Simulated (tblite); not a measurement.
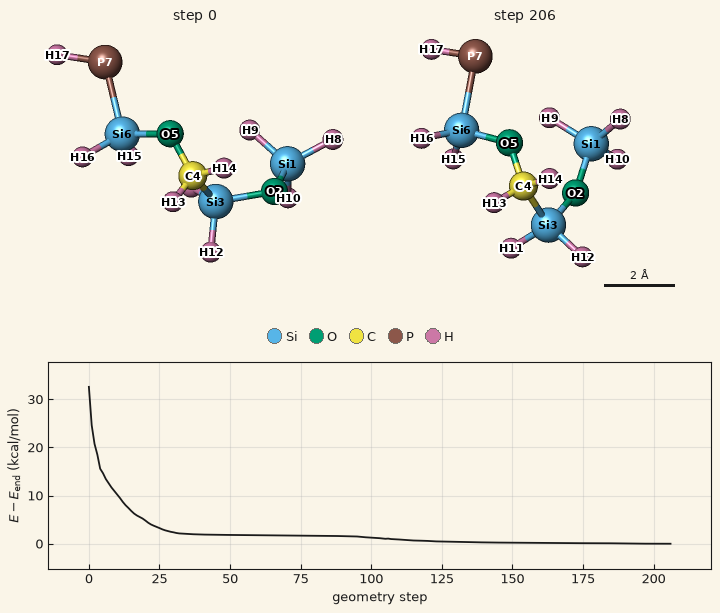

First and last geometry of a relaxation of CH$_{10}$O$_{2}$PSi$_{3}$ (multiplicity 2), with the history of the run. Style: ball-and-stick. Shown from a free direction.

Method: tblite, GFN2-xTB geometry optimisation, gas phase. 

### What do the curves and the structures tell?

It converged. The largest move after the best rigid fit is that of H11, 1.89 Å. Largest moves by element: H 1.89 Å, P 1.19 Å, O 1.14 Å, Si 0.95 Å, C 0.30 Å. Near-neighbour distances that change, for instance: Si3–Si6 3.345 → 3.700 Å, Si1–Si3 2.817 → 3.166 Å, O2–Si3 1.717 → 1.611 Å, Si1–O2 1.718 → 1.632 Å. Bond angles that change, for instance: Si1–O2–Si3 110.2° → 155.0°, Si6–P7–H17 112.3° → 93.3°, C4–O5–Si6 115.7° → 127.9°. Groups turn about O2–Si3 by about 110°, Si1–O2 by about 95°, Si3–C4 by about 65°. Over 206 geometry steps the energy falls by 32.6 kcal/mol.
